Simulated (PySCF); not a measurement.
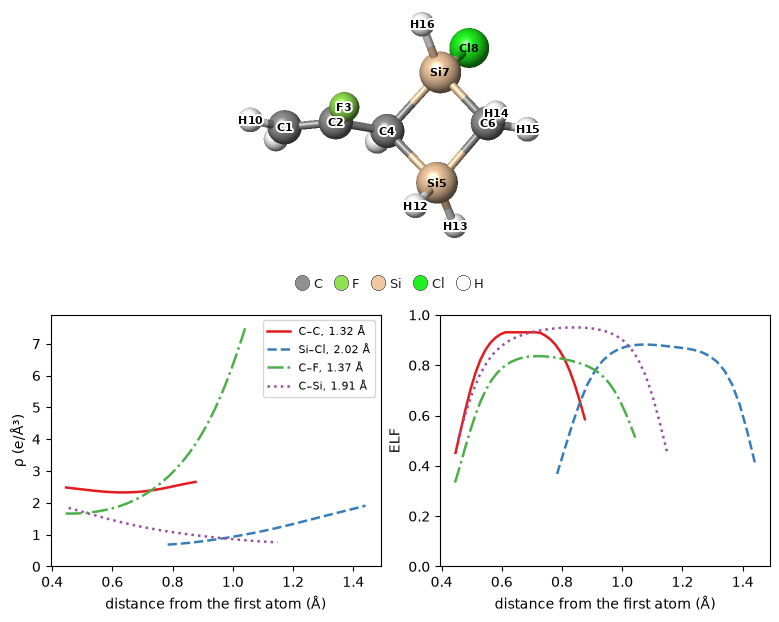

*C$_{4}$H$_{8}$ClFSi$_{2}$. Total electron density and electron localisation function along straight lines between neighbouring atoms. The curves leave out the atomic cores. The structure is drawn too.*

Geometry: GFN2-xTB.

All numbers below come from PySCF, PBE0/pcSseg-1, SCF density, gas phase, non-relativistic.

The calculation's input:

```
{"job": {"kind": "nmr", "xc": "PBE0", "basis": "pcSseg-1"}, "charge": 0, "multiplicity": 1}
C      2.680861     0.590425     0.682636
C      1.361846     0.512655     0.635195
F      0.640346     1.232779     1.547729
C      0.507241    -0.244458    -0.285527
Si    -0.824656     0.836634    -1.205084
C     -2.176927    -0.175516    -0.292428
Si    -0.879677    -1.283256     0.575629
Cl    -0.887752    -3.191805    -0.092080
H      3.287662     0.042994    -0.012553
H      3.181055     1.199257     1.413489
H      1.149296    -0.815098    -0.954209
H     -0.768121     2.251687    -0.854811
H     -0.771904     0.638323    -2.653490
H     -2.777902     0.414461     0.393552
H     -2.872263    -0.701793    -0.940879
H     -0.856704    -1.298343     2.031420
```

Run with:

```sh
OMP_NUM_THREADS=1 python probes_run.py task.json out
```

Q: What can be read from the curves?

A: C–C (1.32 Å): the density is about 2.3 e/Å³ at the midpoint; the ELF peaks at about 0.95 between the atoms; a multiple bond.
Si–Cl (2.02 Å): ρ is about 0.95 e/Å³ halfway; the ELF peaks at about 0.90 between the atoms: a shared but strongly polarised pair.
C–F (1.37 Å): ρ is about 2.1 e/Å³ halfway, with its minimum of 1.7 e/Å³ about 0.5 Å from C; the ELF peaks at about 0.85 between the atoms; a polar covalent bond.
C–Si (1.91 Å): ρ at the midpoint is about 0.9 e/Å³; the ELF peaks at about 0.95 between the atoms (localised, covalent bonding).
